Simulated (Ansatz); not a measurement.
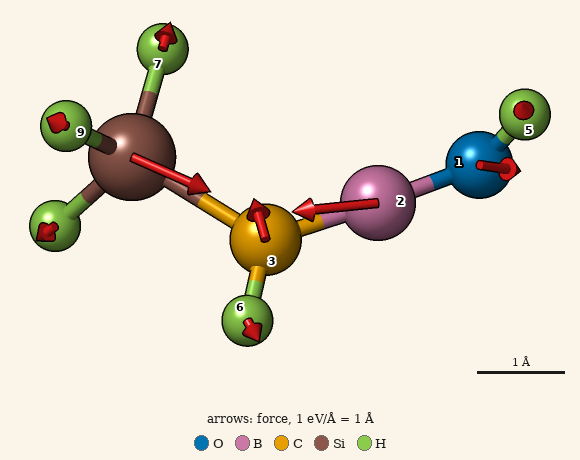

Starting geometry of CH₅BOSi with the computed forces as red arrows. The picture is a ball-and-stick view, seen at a tilt.

The calculation used RKS PBE0-D4/def2-TZVP (Ansatz). Set-up: force threshold 0.005 eV/Å; at most 200 steps.

What follows when this structure is relaxed?

It isn't relaxed: the largest force vector, on B atoms, is 1.05 eV/Å. The final displacements have little in common with the starting forces (cosine between the two patterns 0.18). The atom that moves furthest after the best rigid fit is an H atom (0.19 Å). Largest moves by element: H 0.19 Å, O 0.11 Å, C 0.08 Å, B 0.07 Å, Si 0.07 Å. Some distances before and after: C–Si 1.866 → 1.834 Å, H–Si 1.472 → 1.491 Å, B–O 1.300 → 1.313 Å, B–C 1.392 → 1.383 Å. Bond angles that change, for instance: Si–C–H 113.3° → 120.2°, B–C–Si 123.9° → 117.2°, B–O–H 122.2° → 116.5°. Over 9 accepted moves (10 points after the start) the energy falls by 5.77 kJ/mol. Largest force component: 0.87 eV/Å at the start, 0.0033 eV/Å at the end. The line search rejected the trial step at point 2 of the run. The run took 33 s on 2 threads of Arm Neoverse V2 (shared host).
